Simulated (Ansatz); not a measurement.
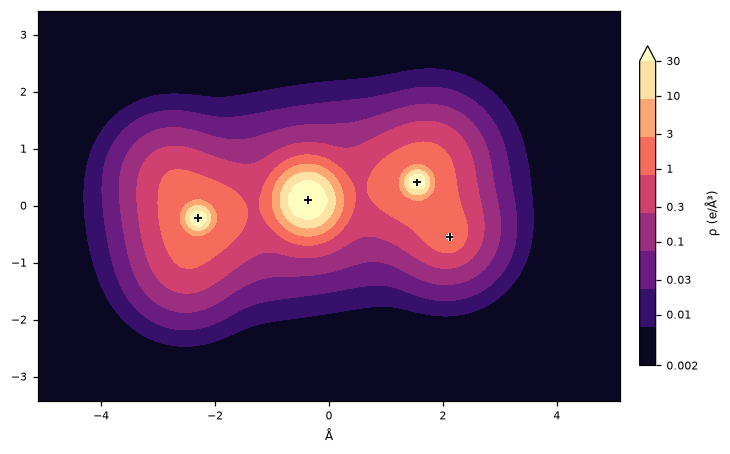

The total electron density on a plane through atoms (crosses mark nuclei in the plane).

Theory: RKS PBE/def2-SVP (Ansatz).

Candidates:
A. F₄H₄OSiTi
B. C₂H₆Zn

Which system is this?

Candidate B: C₂H₆Zn on the plane of atoms Zn1, C2 and H5, which holds Zn, C and H. C–Zn (1.95 Å): the density is about 0.73 e/Å³ at the midpoint. C–H (1.11 Å): ρ is about 1.8 e/Å³ halfway.
